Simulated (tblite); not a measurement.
## C3H6F2O2Si (charge −1): geometry relaxation (part 1 of 2)

The run: geometry relaxation of C3H6F2O2Si, charge −1, multiplicity 2, SMILES FC(F)O[CH-][CH]O[SiH3]. Method and program: GFN2-xTB geometry optimisation, gas phase (tblite 0.8.0).

It belongs to a series of runs on one base structure; here: electron added.

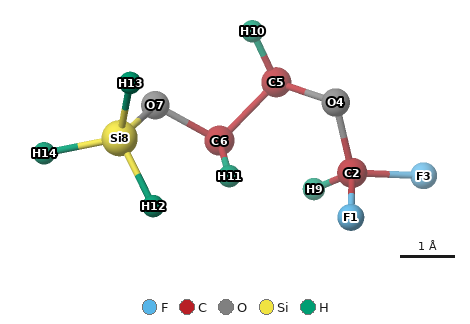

**Figure 1.** The structure as given in the input (ball-and-stick view, seen at a tilt; atoms are numbered from 1 in the order of the input).

**Key numbers**

| quantity | value |
| --- | --- |
| outcome | converged |
| total energy | −788.9008 eV |
| hardware | 1 CPU thread, shared host |
| wall time | 2.4 s |
| peak memory | 0.18 GiB |

**The input**
```
{"job": {"kind": "relax", "xc": "GFN2-xTB", "basis": "xTB"}, "charge": -1, "multiplicity": 2}
F      1.640000    -1.523100    -1.372400
C      2.128600    -0.469000    -0.597000
F      3.524500    -0.641100    -0.617600
O      1.678700    -0.571300     0.719500
C      0.994700     0.612300     1.012100
C      0.001600     0.888600    -0.113000
O     -1.227600     1.157300     0.512200
Si    -2.441900     0.086000    -0.058200
H      1.811300     0.503500    -0.967500
H      0.429400     0.553000     1.960700
H     -0.192500    -0.016000    -0.725900
H     -2.024900    -0.622100    -1.277900
H     -2.726200    -0.873100     1.033900
H     -3.596400     0.914500    -0.411100
```

The first line tells a small driver script what to run in tblite; the rest is the geometry in Å.

Launch command:
```bash
OMP_NUM_THREADS=1 python <driver script> task.json out
```

**Output**
```
step      E/eV     max force
  0    -786.90400    4.366
  1    -787.64095    1.763
  2    -787.79214    1.298
  3    -787.92977    1.329
  4    -788.11068    0.735
  5    -788.17689    0.667
  6    -788.26297    0.665
  7    -788.32011    0.655
  8    -788.36157    0.496
  9    -788.38503    0.358
 10    -788.40735    0.374
 11    -788.43644    0.536
 12    -788.47374    0.600
 13    -788.51295    0.543
 14    -788.54513    0.431
 15    -788.57356    0.471
 16    -788.60058    0.461
 17    -788.61909    0.330
 18    -788.63461    0.375
 19    -788.65185    0.382
 20    -788.67008    0.369
 21    -788.68861    0.267
 22    -788.69569    0.245
 23    -788.70117    0.195
 24    -788.70642    0.222
 25    -788.71337    0.201
 26    -788.71991    0.238
 27    -788.72444    0.182
 28    -788.72706    0.129
 29    -788.72882    0.134
 30    -788.73041    0.084
 31    -788.73169    0.075
 32    -788.73264    0.066
 33    -788.73318    0.074
 34    -788.73404    0.069
 35    -788.73481    0.063
 36    -788.73564    0.071
 37    -788.73645    0.088
 38    -788.73739    0.089
 39    -788.73867    0.126
 40    -788.74085    0.195
 41    -788.74451    0.249
 42    -788.74781    0.190
 43    -788.75061    0.141
 44    -788.75269    0.101
 45    -788.75339    0.082
 46    -788.75423    0.075
 47    -788.75510    0.066
 48    -788.75565    0.063
 49    -788.75631    0.062
 50    -788.75692    0.059
 51    -788.75753    0.074
 52    -788.75807    0.065
 53    -788.75860    0.053
 54    -788.75918    0.058
 55    -788.75992    0.082
 56    -788.76075    0.093
 57    -788.76158    0.077
 58    -788.76246    0.077
 59    -788.76351    0.089
 60    -788.76474    0.108
 61    -788.76598    0.110
 62    -788.76699    0.096
 63    -788.76774    0.071
 64    -788.76853    0.082
 65    -788.76997    0.137
 66    -788.77186    0.150
 67    -788.77405    0.117
 68    -788.77600    0.108
 69    -788.77769    0.107
 70    -788.77914    0.138
 71    -788.78075    0.101
 72    -788.78247    0.061
 73    -788.78313    0.062
 74    -788.78358    0.052
 75    -788.78403    0.053
 76    -788.78498    0.062
 77    -788.78603    0.074
 78    -788.78667    0.061
 79    -788.78637    0.074
 80    -788.78705    0.023
 81    -788.78710    0.023
 82    -788.78717    0.016
 83    -788.78723    0.016
 84    -788.78727    0.019
 85    -788.78733    0.027
 86    -788.78744    0.033
 87    -788.78764    0.037
 88    -788.78795    0.042
 89    -788.78837    0.049
 90    -788.78883    0.064
 91    -788.78936    0.078
 92    -788.79006    0.073
 93    -788.79081    0.080
 94    -788.79147    0.072
 95    -788.79188    0.053
 96    -788.79240    0.051
 97    -788.79300    0.078
 98    -788.79400    0.095
 99    -788.79552    0.108
100    -788.79721    0.120
101    -788.79842    0.127
102    -788.79895    0.120
103    -788.80068    0.077
104    -788.80141    0.058
105    -788.80205    0.057
106    -788.80239    0.040
107    -788.80269    0.049
108    -788.80310    0.049
109    -788.80369    0.077
110    -788.80457    0.077
111    -788.80585    0.080
112    -788.80003    0.343
113    -788.80710    0.080
114    -788.80775    0.063
115    -788.80937    0.095
116    -788.81030    0.143
117    -788.81194    0.094
118    -788.81373    0.097
119    -788.81357    0.251
120    -788.81767    0.069
121    -788.82034    0.091
122    -788.81726    0.341
123    -788.82348    0.136
124    -788.82532    0.096
125    -788.82199    0.356
126    -788.82900    0.052
127    -788.83064    0.066
128    -788.82885    0.285
129    -788.83392    0.063
130    -788.83496    0.061
131    -788.83560    0.173
132    -788.83722    0.064
133    -788.83790    0.073
134    -788.83940    0.078
135    -788.83990    0.102
136    -788.84033    0.084
137    -788.84090    0.073
138    -788.84116    0.047
139    -788.84133    0.052
140    -788.84150    0.029
141    -788.84174    0.028
142    -788.84190    0.027
143    -788.84206    0.035
144    -788.84221    0.032
145    -788.84241    0.034
146    -788.84266    0.037
147    -788.84300    0.040
148    -788.84338    0.045
149    -788.84379    0.047
150    -788.84426    0.051
151    -788.84481    0.065
152    -788.84546    0.081
153    -788.84620    0.087
154    -788.84708    0.077
155    -788.84813    0.083
156    -788.84948    0.094
157    -788.85055    0.156
158    -788.85223    0.098
159    -788.85368    0.080
160    -788.85579    0.104
161    -788.85652    0.061
162    -788.85768    0.055
163    -788.85881    0.098
164    -788.85925    0.045
165    -788.85981    0.038
166    -788.86071    0.045
167    -788.86095    0.030
168    -788.86119    0.052
169    -788.86131    0.029
170    -788.86146    0.025
171    -788.86164    0.028
172    -788.86175    0.027
173    -788.86193    0.030
174    -788.86211    0.029
175    -788.86227    0.026
176    -788.86242    0.038
177    -788.86257    0.035
178    -788.86279    0.041
179    -788.86297    0.044
180    -788.86319    0.035
181    -788.86340    0.035
182    -788.86365    0.043
183    -788.86392    0.052
184    -788.86421    0.048
185    -788.86455    0.042
186    -788.86499    0.047
187    -788.86565    0.071
188    -788.86679    0.115
189    -788.86849    0.155
190    -788.87033    0.137
191    -788.87250    0.207
192    -788.87490    0.169
193    -788.87519    0.386
194    -788.87781    0.098
195    -788.87904    0.076
196    -788.88033    0.133
197    -788.88130    0.076
198    -788.88214    0.083
199    -788.88358    0.197
200    -788.88422    0.097
201    -788.88532    0.103
202    -788.88628    0.079
203    -788.88751    0.076
204    -788.88868    0.087
205    -788.88799    0.300
206    -788.89044    0.079
207    -788.89115    0.038
208    -788.89203    0.091
209    -788.89273    0.100
210    -788.89362    0.072
211    -788.89422    0.078
212    -788.89503    0.130
213    -788.89582    0.106
214    -788.89658    0.077
215    -788.89734    0.078
216    -788.89768    0.069
217    -788.89801    0.063
218    -788.89838    0.054
219    -788.89868    0.072
220    -788.89887    0.060
221    -788.89906    0.052
222    -788.89928    0.053
223    -788.89956    0.052
224    -788.89989    0.046
225    -788.90014    0.039
226    -788.90027    0.025
227    -788.90037    0.019
228    -788.90044    0.019
229    -788.90052    0.024
230    -788.90059    0.024
231    -788.90067    0.030
232    -788.90074    0.026
233    -788.90078    0.017
234    -788.90080    0.010
```

**Trajectory as extended XYZ (Å, eV, eV/Å), 16 of the 235 frames kept, from step=0 to step=234**
```
14
Properties=species:S:1:pos:R:3:forces:R:3 step=0 energy=-786.90400
F     1.6400   -1.5231   -1.3724    0.6720   0.9200   0.4260
C     2.1286   -0.4690   -0.5970   -0.2510  -1.4240   2.7610
F     3.5245   -0.6411   -0.6176   -0.9090   0.0120  -0.3390
O     1.6787   -0.5713    0.7195    2.6260  -1.6790  -2.5350
C     0.9947    0.6123    1.0121   -3.1670   1.8030  -1.2570
C     0.0016    0.8886   -0.1130    1.7510  -0.9960   1.9930
O    -1.2276    1.1573    0.5122   -4.0260  -0.9870  -1.3710
Si   -2.4419    0.0860   -0.0582    1.4950   1.8500   1.5620
H     1.8113    0.5035   -0.9675    0.3930  -0.0150  -0.6820
H     0.4294    0.5530    1.9607    0.7930  -0.0950  -0.1260
H    -0.1925   -0.0160   -0.7259    1.1300   0.6160  -0.2640
H    -2.0249   -0.6221   -1.2779   -0.3180  -0.0420   0.0140
H    -2.7262   -0.8731    1.0339   -0.0490   0.0430  -0.2740
H    -3.5964    0.9145   -0.4111   -0.1410  -0.0060   0.0920
14
Properties=species:S:1:pos:R:3:forces:R:3 step=16 energy=-788.60058
F     1.7963   -1.5596   -1.2901    0.1330   0.0680   0.0210
C     2.3356   -0.5360   -0.5036    0.0540  -0.1060  -0.1240
F     3.6888   -0.8302   -0.5460   -0.0460  -0.0350  -0.0020
O     1.8849   -0.5301    0.7061    0.1410  -0.2470  -0.2610
C     0.9097    0.6153    0.9693   -0.2870   0.1640   0.0570
C    -0.0888    0.8711    0.0448    0.0560   0.1480   0.0760
O    -1.4963    1.0459    0.3521    0.1460  -0.1540  -0.2000
Si   -2.7150    0.0800   -0.0620    0.0970   0.0030   0.4510
H     2.1954    0.3933   -1.0981    0.0590  -0.1150   0.1160
H     0.7385    0.5325    2.0304   -0.2540   0.2570  -0.0030
H     0.0687    0.5933   -0.9918   -0.1070   0.1310   0.0460
H    -2.4346   -0.6551   -1.3001   -0.0310  -0.0020  -0.1420
H    -2.9310   -0.8872    1.0190   -0.1360  -0.1540  -0.0230
H    -3.9528    0.8663   -0.2320    0.1760   0.0420  -0.0120
14
Properties=species:S:1:pos:R:3:forces:R:3 step=31 energy=-788.73169
F     1.9153   -1.6067   -1.3364    0.0320  -0.0160  -0.0130
C     2.4168   -0.6034   -0.4905    0.0140  -0.0120   0.0140
F     3.7781   -0.9284   -0.4718    0.0330   0.0040  -0.0410
O     1.9019   -0.5956    0.6736   -0.0140   0.0620   0.0040
C     0.8656    0.7335    0.9227   -0.0070  -0.0450   0.0200
C    -0.1147    0.9166    0.0245    0.0250   0.0180  -0.0290
O    -1.5080    0.9489    0.3476   -0.0510   0.0550   0.0030
Si   -2.7474    0.0097   -0.0106   -0.0290  -0.0220  -0.0040
H     2.3421    0.3324   -1.0894    0.0280  -0.0520   0.0320
H     0.6533    0.6384    1.9744   -0.0340  -0.0130  -0.0020
H     0.0460    0.9217   -1.0446   -0.0370   0.0000   0.0020
H    -2.6065   -0.6836   -1.2989    0.0000  -0.0040  -0.0250
H    -3.0519   -1.0132    1.0014    0.0430   0.0070   0.0090
H    -3.8912    0.9293   -0.1041   -0.0020   0.0190   0.0300
14
Properties=species:S:1:pos:R:3:forces:R:3 step=47 energy=-788.75510
F     2.0540   -1.6927   -1.3248   -0.0120  -0.0100  -0.0110
C     2.5223   -0.6531   -0.4776    0.0340   0.0250   0.0130
F     3.9064   -0.9638   -0.4551    0.0260   0.0100   0.0000
O     1.9981   -0.6225    0.6624   -0.0500  -0.0280  -0.0080
C     0.7245    0.7521    0.9232    0.0200  -0.0200  -0.0410
C    -0.1819    0.9499   -0.0069    0.0180  -0.0100   0.0590
O    -1.5861    1.0486    0.2465   -0.0290  -0.0020  -0.0060
Si   -2.7940    0.0333    0.0003   -0.0290  -0.0140  -0.0040
H     2.4649    0.2584   -1.1188   -0.0400  -0.0040   0.0040
H     0.5119    0.5725    1.9586   -0.0300   0.0300   0.0290
H     0.0181    1.0503   -1.0626    0.0500   0.0070  -0.0430
H    -2.7411   -0.6240   -1.3134   -0.0110  -0.0080   0.0010
H    -2.9230   -1.0167    1.0213    0.0310   0.0300  -0.0210
H    -3.9747    0.9073    0.0448    0.0230  -0.0070   0.0280
14
Properties=species:S:1:pos:R:3:forces:R:3 step=62 energy=-788.76699
F     2.1360   -1.7296   -1.3474    0.0140   0.0180   0.0410
C     2.5014   -0.6731   -0.4618   -0.0550   0.0000  -0.0460
F     3.9053   -0.8777   -0.4130   -0.0090   0.0000   0.0410
O     1.9336   -0.7040    0.6556    0.0010   0.0300   0.0190
C     0.6874    0.7295    0.9285   -0.0340  -0.0720  -0.0530
C    -0.1675    0.9630   -0.0386   -0.0040  -0.0040  -0.0100
O    -1.5831    1.1041    0.1213    0.0240  -0.0090   0.0370
Si   -2.7761    0.0490   -0.0087    0.0370   0.0140   0.0080
H     2.3853    0.2423   -1.0865    0.0170   0.0130  -0.0350
H     0.4412    0.5568    1.9582   -0.0300  -0.0030  -0.0170
H     0.0943    1.0556   -1.0829    0.0380   0.0160  -0.0180
H    -2.8347   -0.6133   -1.3230   -0.0150   0.0320   0.0360
H    -2.7624   -0.9969    1.0170    0.0110  -0.0470   0.0220
H    -3.9614    0.8938    0.1792    0.0060   0.0110  -0.0250
14
Properties=species:S:1:pos:R:3:forces:R:3 step=78 energy=-788.78667
F     2.3554   -1.8112   -1.2885   -0.0050  -0.0440  -0.0170
C     2.4840   -0.6968   -0.4254   -0.0010  -0.0220  -0.0570
F     3.8761   -0.7429   -0.1716    0.0160   0.0050   0.0250
O     1.7685   -0.7624    0.6085    0.0120   0.0180   0.0110
C     0.6198    0.6485    0.8365    0.0180   0.0010   0.0140
C    -0.1421    1.0205   -0.1758   -0.0180   0.0180   0.0140
O    -1.5648    1.1456   -0.0968    0.0150   0.0000  -0.0140
Si   -2.7373    0.0705    0.0401   -0.0090   0.0100   0.0300
H     2.3603    0.1782   -1.1022   -0.0130   0.0400   0.0210
H     0.2192    0.3812    1.7966   -0.0180  -0.0190   0.0220
H     0.2022    1.2523   -1.1726    0.0000   0.0070  -0.0220
H    -3.0968   -0.5410   -1.2484   -0.0070  -0.0300  -0.0340
H    -2.4755   -1.0201    0.9839    0.0040   0.0110   0.0100
H    -3.8696    0.8772    0.5135    0.0040   0.0070  -0.0040
14
Properties=species:S:1:pos:R:3:forces:R:3 step=94 energy=-788.79147
F     2.3740   -1.8101   -1.2975    0.0190   0.0070  -0.0260
C     2.4760   -0.6895   -0.4405    0.0020   0.0160   0.0050
F     3.8658   -0.7074   -0.1684    0.0080  -0.0110  -0.0090
O     1.7529   -0.7677    0.5879    0.0070  -0.0240   0.0680
C     0.5835    0.6000    0.8551    0.0270   0.0010  -0.0230
C    -0.1213    1.0392   -0.1734   -0.0320  -0.0070  -0.0150
O    -1.5469    1.1217   -0.2030    0.0130   0.0280  -0.0130
Si   -2.7237    0.0737    0.0443   -0.0200  -0.0230   0.0520
H     2.3451    0.1861   -1.1155   -0.0270  -0.0040  -0.0010
H     0.1284    0.2515    1.7635   -0.0190  -0.0280   0.0210
H     0.2844    1.3580   -1.1208    0.0140   0.0250  -0.0490
H    -3.1380   -0.6508   -1.1699    0.0410  -0.0050  -0.0220
H    -2.4406   -0.9362    1.0707   -0.0280   0.0310  -0.0040
H    -3.8402    0.9311    0.4654   -0.0050  -0.0060   0.0160
```
